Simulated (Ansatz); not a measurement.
# C₇H₁₈FHfNO: how energies converge with the basis set

Aim: see how fast density functionals converge with the basis set for C₇H₁₈FHfNO.

The runs use Ansatz 0.2.0, Gaussian basis; one geometry, several basis sets.

Plan: PBE0-D4/def2-SVP; ωB97M-V/def2-SVP; PBE0-D4/def2-QZVPP; ωB97M-V/def2-QZVPP; the functionals' def2-TZVPP values are taken from earlier runs.

## (1) The geometry

The geometry comes from an earlier relaxation with PBE0-D4 in a triple-zeta def2 set; it is a stationary point, not always the lowest conformer. Hf takes the def2 core potential; no spin-orbit term is included.

SMILES `C[N](C)[Hf]([OH])([F])[CH2]C(C)(C)C`, 29 atoms, charge 0, spin multiplicity 1.

Atoms are counted from 1 here; the program's logs count them from 0.

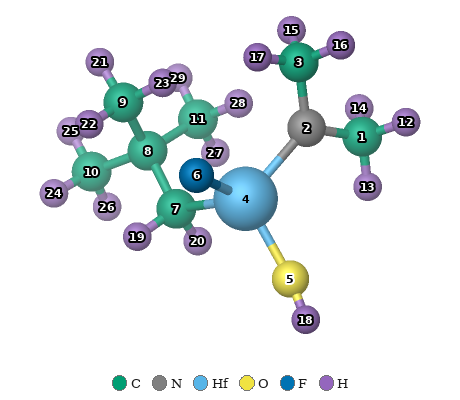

The structure; colours as in the key; atoms are numbered from 1 in the order of the file.

## (2) PBE0-D4 in def2-SVP

in.yaml

```yaml
crystal:
  periodic: [false, false, false]
  atoms:
    - {symbol: C, position_ang: [-2.149348, -2.005477, -0.782480]}
    - {symbol: N, position_ang: [-2.008627, -0.808160, 0.011189]}
    - {symbol: C, position_ang: [-2.221377, -1.051492, 1.418197]}
    - {symbol: Hf, position_ang: [-1.549928, 1.009048, -0.755776]}
    - {symbol: O, position_ang: [-2.158211, 1.108311, -2.581291]}
    - {symbol: F, position_ang: [-2.042328, 2.404368, 0.473652]}
    - {symbol: C, position_ang: [0.681511, 1.088563, -0.946165]}
    - {symbol: C, position_ang: [1.617125, 0.540361, 0.140420]}
    - {symbol: C, position_ang: [1.174723, 1.041825, 1.513549]}
    - {symbol: C, position_ang: [3.050426, 1.008681, -0.115438]}
    - {symbol: C, position_ang: [1.589463, -0.985730, 0.128422]}
    - {symbol: H, position_ang: [-3.146255, -2.453609, -0.664099]}
    - {symbol: H, position_ang: [-2.007460, -1.788451, -1.844748]}
    - {symbol: H, position_ang: [-1.409558, -2.767370, -0.496973]}
    - {symbol: H, position_ang: [-1.475607, -1.749226, 1.826785]}
    - {symbol: H, position_ang: [-3.214538, -1.483620, 1.606225]}
    - {symbol: H, position_ang: [-2.155297, -0.123348, 1.994012]}
    - {symbol: H, position_ang: [-2.576180, 1.428133, -3.373997]}
    - {symbol: H, position_ang: [0.873922, 2.170010, -1.067379]}
    - {symbol: H, position_ang: [0.948610, 0.647660, -1.917829]}
    - {symbol: H, position_ang: [1.866083, 0.715764, 2.296406]}
    - {symbol: H, position_ang: [1.126855, 2.133973, 1.539940]}
    - {symbol: H, position_ang: [0.184163, 0.656991, 1.779744]}
    - {symbol: H, position_ang: [3.114054, 2.100171, -0.088925]}
    - {symbol: H, position_ang: [3.740485, 0.612366, 0.636789]}
    - {symbol: H, position_ang: [3.396145, 0.677645, -1.098593]}
    - {symbol: H, position_ang: [1.920113, -1.372464, -0.839979]}
    - {symbol: H, position_ang: [0.579030, -1.359230, 0.311822]}
    - {symbol: H, position_ang: [2.251994, -1.395695, 0.896521]}
basis:
  gaussian: {orbitals: def2-SVP}
hamiltonian: {xc: pbe0, dispersion: d4}
output: {orbitals: {seedname: orbitals}}
```

Launch:

```
$ ansatz run in.yaml --threads 6 --pin off --events-out ev --progress --plain --max-ram 174080MiB --backend cpu
```

After this run come: ωB97M-V in def2-SVP; PBE0-D4 in def2-QZVPP; ωB97M-V in def2-QZVPP.

Before running them: what should the planned runs give, taken together? Wanted: PBE0-D4: double and triple zeta above quadruple; ωB97M-V: double and triple zeta above quadruple.

**Answer**, as computed:

| quantity | value |
| --- | --- |
| PBE0-D4: double and triple zeta above quadruple | 16.78, 0.79 eV |
| ωB97M-V: double and triple zeta above quadruple | 17.52, 0.76 eV |

What this shows: For PBE0-D4 the step from double to triple zeta gains 15.99 eV and the next only 0.79 eV. These are total energies; as a rule much of such shifts cancels in differences, which this series doesn't test. The LUMO of ωB97M-V is positive and keeps falling with the basis (1.28 to 0.61 eV): an unbound level that the basis holds in place.
